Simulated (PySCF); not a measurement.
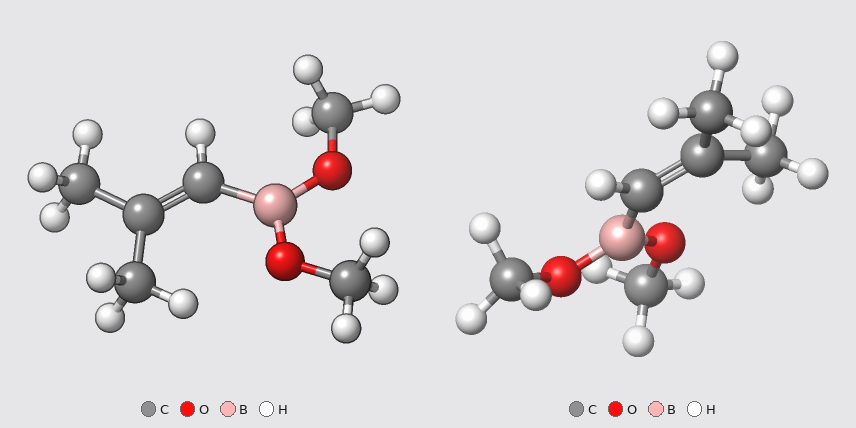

The same structure drawn twice, from different directions.

Computed geometry: PBE0-D3(BJ)/def2-SVP optimisation. No frequency run is at hand to confirm it as a minimum.

Describe the molecule.

The molecule is C₆H₁₃BO₂. SMILES: `COB(C=C(C)C)OC`. It has no ring. Among its groups: alkene. Coordination: 4 C tetrahedral; 2 O bent; 1 B trigonal planar; 2 C trigonal planar.

The parts below concern this one geometry. Atoms keep their numbers from picture to picture.

## Shape

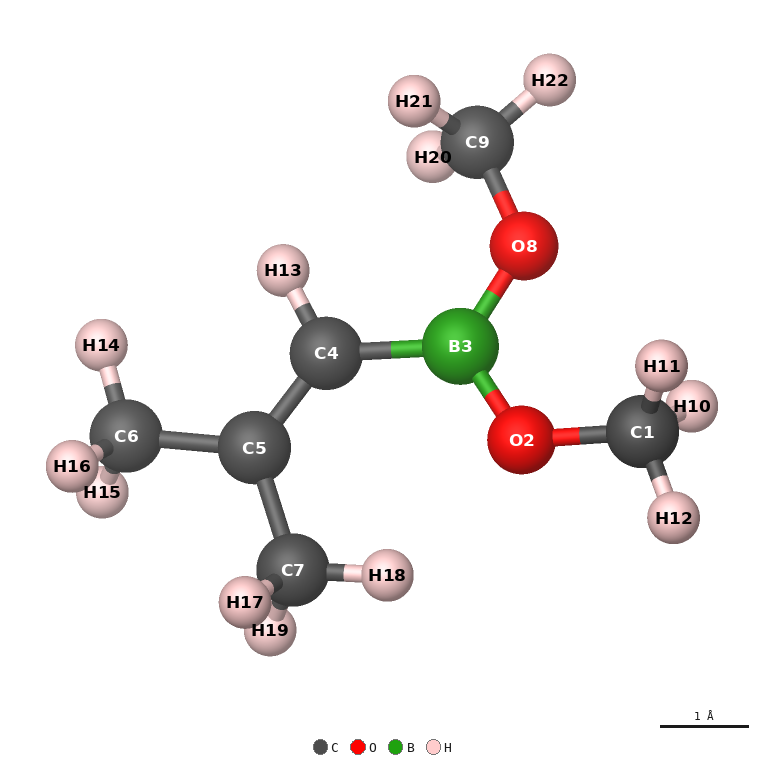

The atoms are numbered. No frequency run is at hand to confirm it as a minimum.

List the bonds and their lengths. Leave out bonds to hydrogen.

| bond | length (Å) | order |
| --- | --- | --- |
| C1–O2 | 1.404 | single |
| O2–B3 | 1.365 | single |
| B3–C4 | 1.558 | single |
| B3–O8 | 1.369 | single |
| C4–C5 | 1.352 | double |
| C5–C6 | 1.501 | single |
| C5–C7 | 1.498 | single |
| O8–C9 | 1.398 | single |

## NMR shielding

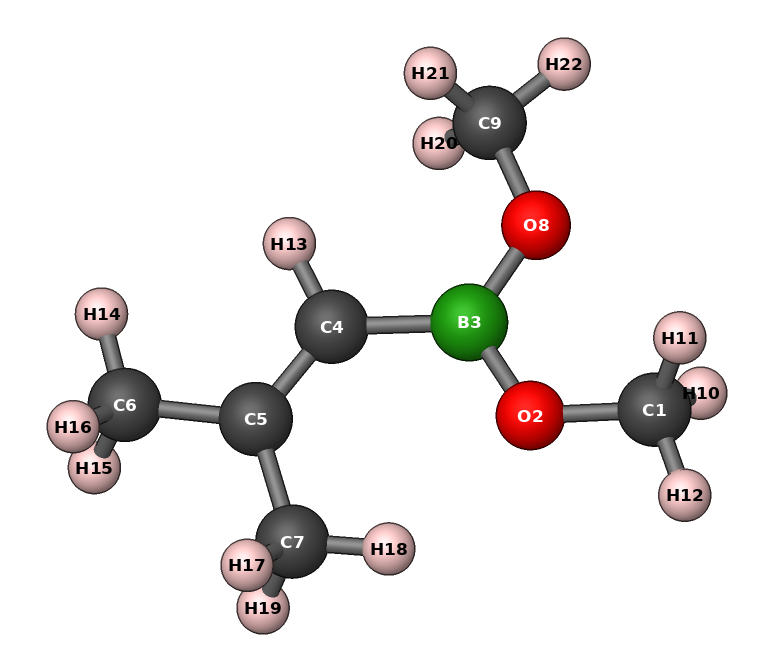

No frequency run is at hand to confirm it as a minimum. Properties computed with GIAO PBE0/pcSseg-1 NMR shielding, non-relativistic, gas phase (PySCF 2.14.0). Principal shieldings σ11 ≤ σ22 ≤ σ33, span Ω = σ33 − σ11, skew κ = 3(σiso − σ22)/Ω.

Give the shielding tensors of the B atoms.

```csv
atom,σ11,σ22,σ33,σiso,Ω,κ
B3,66.4,71.6,87.7,75.2,21.3,0.52
```

Shieldings and span in ppm.

## Electronic properties

No frequency run is at hand to confirm it as a minimum. Method: PBE0/pcSseg-1 in dimethylsulfoxide (IEF-PCM) (PySCF 2.14.0).

> Give the dipole moment at this level.

1.32 D.

> What is the HOMO–LUMO gap?

6.56 eV.

> What is the HOMO energy (Kohn–Sham orbital)?

−7.09 eV.

## Core levels

No frequency run is at hand to confirm it as a minimum. Method: delta-SCF UKS SCAN, pcX-2 on the ionised atom, pcseg-1 elsewhere, spin-free X2C (PySCF 2.14.0).

Give the core-electron binding energies (to vacuum) of C1 1s, O2 1s, B3 1s, C4 1s, C5 1s, C6 1s, C7 1s.

| atom | level | binding energy (eV) |
| --- | --- | --- |
| C1 | 1s | 291.9 |
| O2 | 1s | 537.9 |
| B3 | 1s | 196.1 |
| C4 | 1s | 289.1 |
| C5 | 1s | 290.3 |
| C6 | 1s | 290.5 |
| C7 | 1s | 290.2 |
